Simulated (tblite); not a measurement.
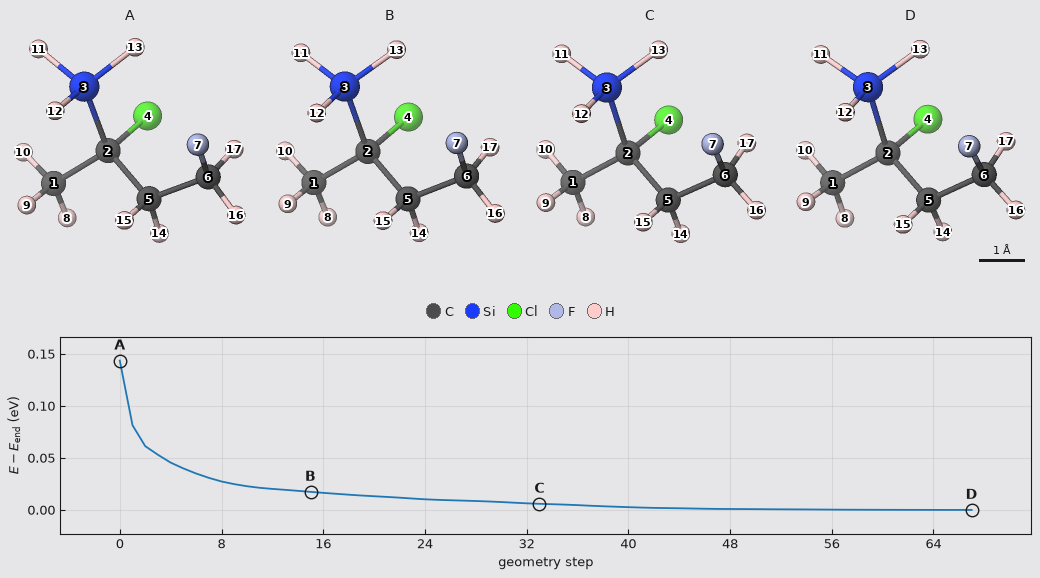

Frames of a relaxation of C₄H₁₀ClFSi, marked on the history of the run. The picture is a ball-and-stick view, seen at a tilt.

The calculation used GFN2-xTB geometry optimisation, gas phase in tblite. 

> What happens along the run?

H17 moves most after the best rigid fit: 0.27 Å. By element the largest moves are H 0.27 Å, F 0.22 Å, C 0.11 Å, Si 0.09 Å, Cl 0.07 Å. Among the contacts that change: C2–C5 1.565 → 1.523 Å, Si3–H11 1.501 → 1.464 Å, Si3–H12 1.489 → 1.460 Å, C2–Si3 1.905 → 1.928 Å. Bond angles that change, for instance: C2–Si3–H11 109.4° → 104.9°, H11–Si3–H12 106.8° → 110.7°, H12–Si3–H13 109.8° → 113.4°. After 67 geometry steps the energy has fallen by 0.144 eV. From step 0 to 15: H11 moves most (0.11 Å), energy −0.126 eV. From step 15 to 33: H17 moves most (0.13 Å), energy −0.011 eV. From step 33 to 67: F7 moves most (0.10 Å), energy −0.006 eV.
